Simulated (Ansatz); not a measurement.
**Geometry relaxation of AlSiH7O2 (part 1 of 2)**

System: AlSiH7O2.
Method: RKS r2SCAN-D4/6-31G* (Ansatz 0.2.0).

It belongs to a series of runs on one base structure; here: end point B relaxed. Figures and captions count atoms from 1; the log counts them from 0 in places.

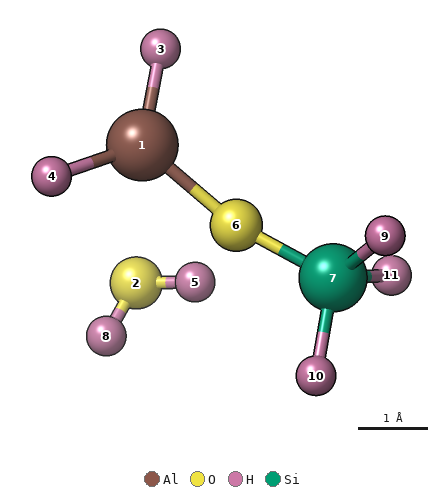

**Figure 1.** The structure as given in the input (ball-and-stick view, seen at a tilt; atoms are numbered from 1 in the order of the input). Sticks mark near contacts. Bond lengths as drawn: Al–H 1.58 Å, Al–O 1.81 Å, H–O 0.97 Å, H–Si 1.49 Å and O–Si 1.64 Å.

**Key numbers**

- outcome: converged
- total energy: −18680.5530 eV
- mean-field energy: −18680.5039 eV
- largest force (length of the vector) at the end: 0.022 eV/Å
- hardware: 2 threads of Arm Neoverse V2, 24 GiB of memory available, shared host
- wall time: 46 s (CPU time 89 s)
- peak memory: 0.15 GiB

**The input**
```yaml
crystal:
  periodic: [false, false, false]
  atoms:
    - { symbol: Al, position_ang: [-1.883706, 0.040223, 0.219124] }
    - { symbol: O, position_ang: [0.293027, -1.548414, 1.858342] }
    - { symbol: H, position_ang: [-2.729455, -1.084561, -0.502885] }
    - { symbol: H, position_ang: [-2.384968, 1.000949, 1.37324] }
    - { symbol: H, position_ang: [0.629186, -1.208073, 1.012293] }
    - { symbol: O, position_ang: [-0.212852, 0.356575, -0.401535] }
    - { symbol: Si, position_ang: [1.094685, 0.745767, -1.30407] }
    - { symbol: H, position_ang: [0.604312, -0.891966, 2.500506] }
    - { symbol: H, position_ang: [0.728989, 1.521796, -2.522343] }
    - { symbol: H, position_ang: [2.052145, 1.561314, -0.499225] }
    - { symbol: H, position_ang: [1.808838, -0.493711, -1.733546] }
basis:
  gaussian: { orbitals: "6-31G*" }
hamiltonian:
  xc: r2scan
  dispersion: d4
relax:
  f_tol: 0.03
  max_steps: 50
```

Command:
```bash
ansatz run input.yaml --threads 2 --pin off --max-ram 3072MiB --backend cpu --events-out ev --progress --plain --runs-dir out
```

**Output**
```
The last accepted step is kept in [file] (removed where the run ends without a failure and the disk answers)
Engine: ansatz 0.2.0, aarch64-unknown-linux-gnu
Functional definition: r2SCAN
  parameter k0 = 0.174
  parameter k1 = 0.065
  parameter a1 = 4.9479
  exchange = r2scan_x(k0 = k0, k1 = k1, a1 = a1)
  correlation = r2scan_c
1004 factors; their error is unknown
mean field evaluation 1: about -18670.7973 eV, gradient 7.1e1 eV
mean field evaluation 2: about -18631.6790 eV, gradient 1.5e2 eV
mean field evaluation 4: about -18679.3544 eV, gradient 1.4e1 eV
mean field evaluation 8: about -18679.6704 eV, gradient 2.7e-1 eV
mean field evaluation 16: about -18679.6150 eV, gradient 1.1e-5 eV
mean field -18679.61498900 eV, -686.4631893480 hartree, gradient 1.1e-5 eV, S^2 0.000000; 0 other end points of the search recorded, 0 dependent functions left out
the calculation of the forces begins
reference -18679.61500411 eV, -686.4631899031 hartree; 25, 25 occupied and 57, 57 virtual orbitals, 1004 factors
relax step   1: F+E_penalty+E_count = -18679.66302476 eV  Δ(F+E_penalty+E_count) = +0.000e0 eV  max|allowed force component| = 1.986e0 eV/Å  Δτ_max = 0.0000 Å  (26 SCF iters, accepted)
these checks for a lower state are left out or cut short: starts, cluster_reference, orbital_swaps, neighbouring_geometries, increment
1004 factors; their error is unknown
mean field -18679.79933736 eV, -686.4699640252 hartree, gradient 1.3e-5 eV, S^2 0.000000; 0 other end points of the search recorded, 0 dependent functions left out
[... from here on the field's lines of each further geometry are left out, up to the last ...]
relax step   2: F+E_penalty+E_count = -18679.84815880 eV  Δ(F+E_penalty+E_count) = -1.851e-1 eV  max|allowed force component| = 1.274e0 eV/Å  Δτ_max = 0.1954 Å  (27 SCF iters, accepted)
relax step   3: F+E_penalty+E_count = -18680.08743299 eV  Δ(F+E_penalty+E_count) = -2.393e-1 eV  max|allowed force component| = 9.455e-1 eV/Å  Δτ_max = 0.1954 Å  (28 SCF iters, accepted)
relax step   4: F+E_penalty+E_count = -18680.36391018 eV  Δ(F+E_penalty+E_count) = -2.765e-1 eV  max|allowed force component| = 5.835e-1 eV/Å  Δτ_max = 0.1966 Å  (28 SCF iters, accepted)
relax step   5: F+E_penalty+E_count = -18680.45477390 eV  Δ(F+E_penalty+E_count) = -9.086e-2 eV  max|allowed force component| = 7.912e-1 eV/Å  Δτ_max = 0.1949 Å  (27 SCF iters, accepted)
relax step   6: F+E_penalty+E_count = -18680.47798504 eV  Δ(F+E_penalty+E_count) = -2.321e-2 eV  max|allowed force component| = 3.255e-1 eV/Å  Δτ_max = 0.2000 Å  (27 SCF iters, accepted)
relax step   7: F+E_penalty+E_count = -18680.50270024 eV  Δ(F+E_penalty+E_count) = -2.472e-2 eV  max|allowed force component| = 6.659e-1 eV/Å  Δτ_max = 0.1404 Å  (26 SCF iters, accepted)
relax step   8: F+E_penalty+E_count = -18680.53019627 eV  Δ(F+E_penalty+E_count) = -2.750e-2 eV  max|allowed force component| = 2.175e-1 eV/Å  Δτ_max = 0.2000 Å  (28 SCF iters, accepted)
relax step   9: F+E_penalty+E_count = -18680.53646371 eV  Δ(F+E_penalty+E_count) = -6.267e-3 eV  max|allowed force component| = 2.518e-1 eV/Å  Δτ_max = 0.1294 Å  (27 SCF iters, accepted)
relax step  10: F+E_penalty+E_count = -18680.54633110 eV  Δ(F+E_penalty+E_count) = -9.867e-3 eV  max|allowed force component| = 7.751e-2 eV/Å  Δτ_max = 0.0362 Å  (27 SCF iters, accepted)
relax step  11: F+E_penalty+E_count = -18680.54993760 eV  Δ(F+E_penalty+E_count) = -3.607e-3 eV  max|allowed force component| = 4.610e-2 eV/Å  Δτ_max = 0.0491 Å  (27 SCF iters, accepted)
relax step  12: F+E_penalty+E_count = -18680.55156502 eV  Δ(F+E_penalty+E_count) = -1.627e-3 eV  max|allowed force component| = 7.610e-2 eV/Å  Δτ_max = 0.0631 Å  (27 SCF iters, accepted)
relax step  13: F+E_penalty+E_count = -18680.55187037 eV  Δ(F+E_penalty+E_count) = -3.054e-4 eV  max|allowed force component| = 9.075e-2 eV/Å  Δτ_max = 0.0155 Å  (28 SCF iters, accepted)
relax step  14: F+E_penalty+E_count = -18680.55270547 eV  Δ(F+E_penalty+E_count) = -8.351e-4 eV  max|allowed force component| = 7.646e-2 eV/Å  Δτ_max = 0.0313 Å  (27 SCF iters, accepted)
the calculation of the forces begins
reference -18680.50393904 eV, -686.4958576594 hartree; 25, 25 occupied and 57, 57 virtual orbitals, 1004 factors
relax step  15: F+E_penalty+E_count = -18680.55302480 eV  Δ(F+E_penalty+E_count) = -3.193e-4 eV  max|allowed force component| = 2.125e-2 eV/Å  Δτ_max = 0.0186 Å  (28 SCF iters, accepted)
1004 factors; their error is unknown
mean field evaluation 128: about -18680.5039 eV, gradient 8.1e-3 eV
```

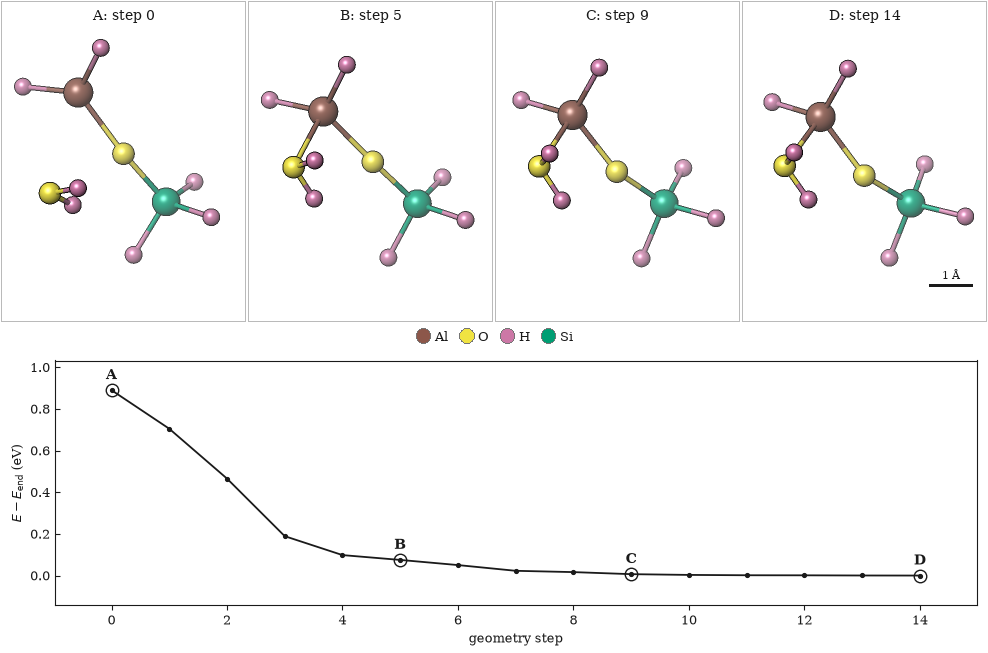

**Figure 2.** Frames of the relaxation (ball-and-stick view, seen at a tilt) above the curves, on which the letters mark them (the first geometry is step 0 here and step 1 in the log).

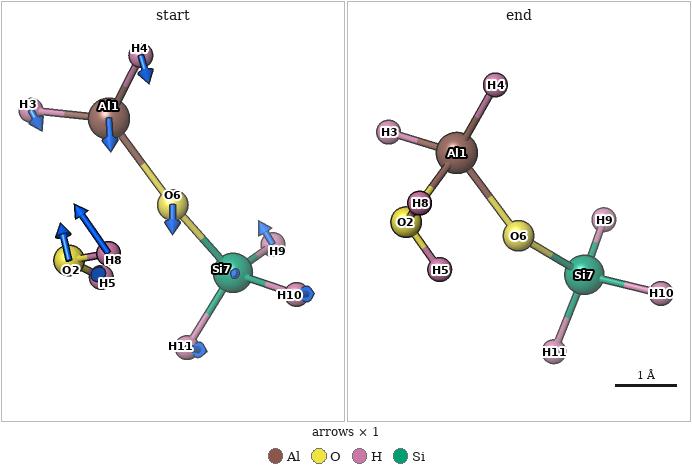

**Figure 3.** Before (left) and after (right) the relaxation, at one scale (ball-and-stick view, seen at a tilt). The blue arrows give the displacements, at true length. The largest move after the best rigid fit is that of H8, 1.02 Å. Largest moves by element: H 1.02 Å, O 0.70 Å, Al 0.66 Å, Si 0.18 Å. Distances before and after: Al1–O2 3.154 → 2.014 Å, Al1–O6 1.810 → 1.756 Å, Al1–H4 1.583 → 1.602 Å, Al1–H3 1.582 → 1.592 Å. New bonds form: Al1–O2 (3.15 → 2.01 Å). Among the angles that change: Al1–O6–Si7 165.6° → 146.3°, H3–Al1–H4 126.5° → 121.3°, H5–O2–H8 103.2° → 106.6°. Over 14 geometry steps the energy falls by 0.890 eV. The largest force component goes from 2 to 0.021 eV/Å. (Atoms are counted from 1 in the order of the input.)

```
mean field -18680.50392386 eV, -686.4958571017 hartree, gradient 1.5e-5 eV, S^2 0.000000; 1 other end points of the search recorded, 0 dependent functions left out
the calculation of the forces begins
reference -18680.50393904 eV, -686.4958576594 hartree; 25, 25 occupied and 57, 57 virtual orbitals, 1004 factors
Total energy: -18680.55303998 eV, -686.4976620855 hartree
Atom 0 at    -1.309529    -0.158042     0.432687 Å, force    -0.021254    -0.000118     0.005814 eV/Å
Atom 1 at    -0.415876    -1.405902     1.736868 Å, force    -0.001298     0.001892    -0.015974 eV/Å
Atom 2 at    -2.304657    -1.033659    -0.449198 Å, force     0.006612     0.004112     0.002877 eV/Å
Atom 3 at    -1.855997     0.940399     1.463002 Å, force     0.001437    -0.003316    -0.004624 eV/Å
Atom 4 at     0.494461    -1.266329     1.399640 Å, force     0.003494    -0.002338     0.005544 eV/Å
Atom 5 at     0.289949     0.129439    -0.232808 Å, force     0.009245     0.003164     0.000669 eV/Å
Atom 6 at     1.160445     0.796775    -1.449600 Å, force     0.003983     0.003957    -0.007190 eV/Å
Atom 7 at    -0.435897    -1.048454     2.640832 Å, force     0.002048    -0.000817     0.007361 eV/Å
Atom 8 at     0.294979     1.480654    -2.457092 Å, force    -0.002570    -0.002568     0.002691 eV/Å
Atom 9 at     2.123429     1.807541    -0.919639 Å, force    -0.000959    -0.000532     0.000846 eV/Å
Atom 10 at     1.958895    -0.242523    -2.164792 Å, force    -0.000737    -0.003435     0.001987 eV/Å
Dipole moment:     0.349213    -0.249068     0.665285 e Å
```

**Trajectory as extended XYZ (Å, eV, eV/Å), 15 frames, from step=1 to step=15**
```
11
Properties=species:S:1:pos:R:3:forces:R:3 step=1 energy=-18679.66303
Al   -1.8837    0.0402    0.2191    1.9865   0.0895  -0.3348
O     0.2930   -1.5484    1.8583   -0.3210   0.2142  -0.1919
H    -2.7295   -1.0846   -0.5029    0.0018   0.0065  -0.0119
H    -2.3850    1.0009    1.3732   -0.0077   0.0021  -0.0129
H     0.6292   -1.2081    1.0123    0.0051   0.0179  -0.0299
O    -0.2129    0.3566   -0.4015   -1.6091  -0.3269   0.5942
Si    1.0947    0.7458   -1.3041   -0.0329  -0.0392   0.0577
H     0.6043   -0.8920    2.5005   -0.0278  -0.0064  -0.0100
H     0.7290    1.5218   -2.5223   -0.0114   0.0150  -0.0193
H     2.0521    1.5613   -0.4992    0.0023   0.0058  -0.0245
H     1.8088   -0.4937   -1.7335    0.0141   0.0214  -0.0167
11
Properties=species:S:1:pos:R:3:forces:R:3 step=2 energy=-18679.84816
Al   -1.8002   -0.0181    0.2783    1.2735   0.0212  -0.0177
O     0.1343   -1.4521    1.7974    0.5660   0.8762  -0.3281
H    -2.6871   -1.0914   -0.4829    0.0654  -0.0400   0.0491
H    -2.3499    0.9806    1.3822    0.0221  -0.0358   0.0146
H     0.6384   -1.1906    0.9871   -0.5258  -0.2712   0.4579
O    -0.1942    0.3355   -0.3760   -0.7801  -0.1318   0.1590
Si    1.0912    0.7433   -1.3023   -0.0494  -0.0180   0.0784
H     0.5862   -0.9024    2.4813   -0.5630  -0.4118  -0.3755
H     0.7140    1.5202   -2.5179   -0.0326  -0.0081   0.0113
H     2.0533    1.5631   -0.5075    0.0075   0.0140  -0.0223
H     1.8140   -0.4882   -1.7397    0.0164   0.0054  -0.0267
11
Properties=species:S:1:pos:R:3:forces:R:3 step=3 energy=-18680.08743
Al   -1.6726   -0.0832    0.3637    0.4054  -0.2240   0.4463
O    -0.0309   -1.3773    1.7248    0.9455   0.9236  -0.4564
H    -2.5894   -1.1257   -0.4157    0.1069  -0.0683   0.0877
H    -2.2711    0.9418    1.4231    0.0562  -0.0396   0.0435
H     0.5840   -1.1778    0.9624   -0.8317  -0.3369   0.5325
O    -0.1495    0.3243   -0.3533    0.1487   0.1316  -0.3356
Si    1.0998    0.7527   -1.3189   -0.0219  -0.0283   0.1369
H     0.4415   -0.8865    2.4447   -0.8003  -0.3818  -0.3814
H     0.6911    1.5247   -2.5275   -0.0456  -0.0196   0.0275
H     2.0684    1.5793   -0.5389    0.0194   0.0325  -0.0483
H     1.8290   -0.4725   -1.7644    0.0173   0.0109  -0.0527
```
